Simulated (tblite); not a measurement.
# Run report: B2H4Cl (charge −1), energy and gradient calculation

B2H4Cl, charge −1, SMILES [BH3-]BCl, computed with IPEA1-xTB, R-SCC, GBSA solvent methanol (tblite 0.8.0).

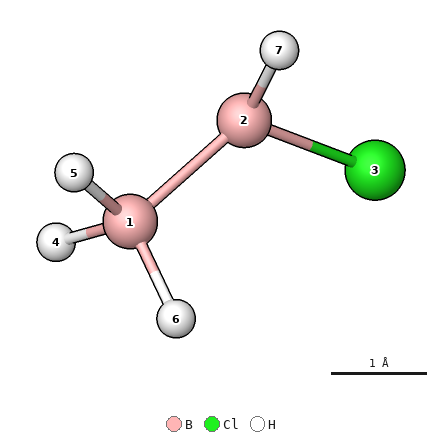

The structure as given in the input (ball-and-stick view, seen at a tilt; atoms are numbered from 1 in the order of the input). Bond lengths as drawn: B–B 1.68 Å, B–Cl 1.85 Å and B–H 1.19 to 1.20 Å.

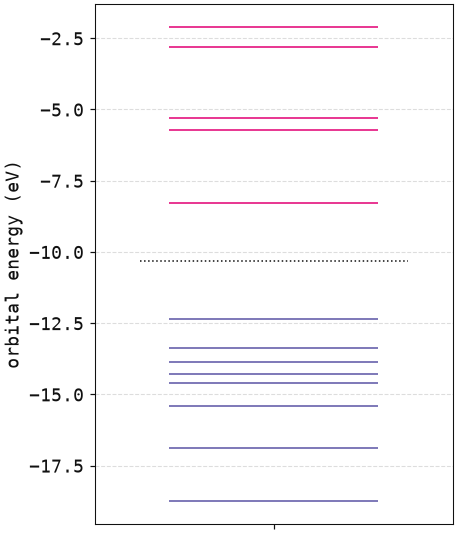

Orbital energies near the frontier; the dotted line parts filled from empty levels, and levels within 0.02 eV of each other stand side by side. Highest filled −12.35 eV, lowest empty −8.28 eV, 4.07 eV apart.

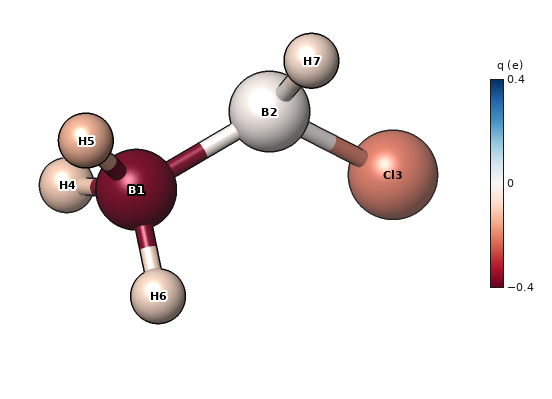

Mulliken charges, as the colour of each atom (ball-and-stick view, seen at a tilt; atoms are numbered from 1 in the order of the input). By element: B −0.38 to −0.02, Cl −0.22 and H −0.13 to −0.07 e.

The input and output of the run follow.

Input (xtb_job.py)
```python
"""IPEA1-xTB energy and gradient"""
import json
import numpy as np
from tblite.interface import Calculator
from rdkit import Chem
from rdkit.Chem import AllChem

mol = Chem.AddHs(Chem.MolFromSmiles('[BH3-]BCl'))
AllChem.EmbedMolecule(mol, randomSeed=7484)
AllChem.MMFFOptimizeMolecule(mol, maxIters=200)
symbols = [a.GetSymbol() for a in mol.GetAtoms()]
numbers = np.array([a.GetAtomicNum() for a in mol.GetAtoms()])
positions = mol.GetConformer().GetPositions() / 0.529177210903

tb = Calculator("IPEA1-xTB", numbers, positions, charge=-1, uhf=0)
tb.set("verbosity", 0)
tb.add("gbsa-solvation", "methanol")
wfn = tb.singlepoint()

print(f"total energy: {wfn.get('energy'):.8f} Eh")
eps = np.atleast_2d(wfn.get("orbital-energies")) * 27.211386
occ = np.atleast_2d(wfn.get("orbital-occupations"))
filled = occ.sum(axis=0) if eps.shape[0] == 1 else occ[0]
homo = np.nonzero(filled > 0.5)[0].max()
print("  MO   occupation   energy/eV")
for i in range(max(0, homo - 4), min(eps.shape[1], homo + 5)):
    print(f"{i + 1:4d} {filled[i]:10.4f} {eps[0, i]:12.4f}")
mu = wfn.get("dipole") * 2.541746
print(f"|mu|: {np.linalg.norm(mu):.4f} D, components " + " ".join(f"{c:.4f}" for c in mu))
q = wfn.get("charges")
g = wfn.get("gradient")
print("atom     charge      dE/dx        dE/dy        dE/dz   (Eh/bohr)")
for i, s in enumerate(symbols):
    print(f"{s:<2}{i + 1:<3} {q[i]:9.4f} {g[i, 0]:12.7f} {g[i, 1]:12.7f} {g[i, 2]:12.7f}")
print(f"gradient norm {np.linalg.norm(g):.6f} Eh/bohr")
out = {k: np.asarray(wfn.get(k)).tolist() for k in ("energy", "gradient", "charges", "dipole", "orbital-energies", "orbital-occupations")}
out.update(symbols=symbols, positions=(positions * 0.529177210903).tolist())
json.dump(out, open("results.json", "w"))
```

Command:
```bash
python xtb_job.py
```

Output
```
total energy: -10.20645451 Eh
  MO   occupation   energy/eV
   5     2.0000     -14.5926
   6     2.0000     -14.2844
   7     2.0000     -13.8463
   8     2.0000     -13.3682
   9     2.0000     -12.3495
  10     0.0000      -8.2846
  11     0.0000      -5.7195
  12     0.0000      -5.2988
  13     0.0000      -2.8016
|mu|: 1.6010 D, components 0.4597 1.4513 -0.4955
atom     charge      dE/dx        dE/dy        dE/dz   (Eh/bohr)
B 1     -0.3786    0.0080191   -0.0028674    0.0197285
B 2     -0.0206   -0.0360190    0.0290442   -0.0562031
Cl3     -0.2237    0.0291294   -0.0387693    0.0200437
H 4     -0.1040    0.0168947    0.0146359    0.0046709
H 5     -0.1301    0.0087326   -0.0068288   -0.0006377
H 6     -0.0778   -0.0030921    0.0062168   -0.0033514
H 7     -0.0652   -0.0236646   -0.0014313    0.0157490
gradient norm 0.100145 Eh/bohr
```

Summary

```csv
quantity,value
outcome,converged
total energy,−10.206455 hartree
basis functions,27
largest force,3.743 eV/Å
HOMO,−12.35 eV
LUMO,−8.28 eV
hardware,"1 thread of Arm Neoverse V1, 24 GiB of memory available, shared host"
peak memory,0.11 GiB
```
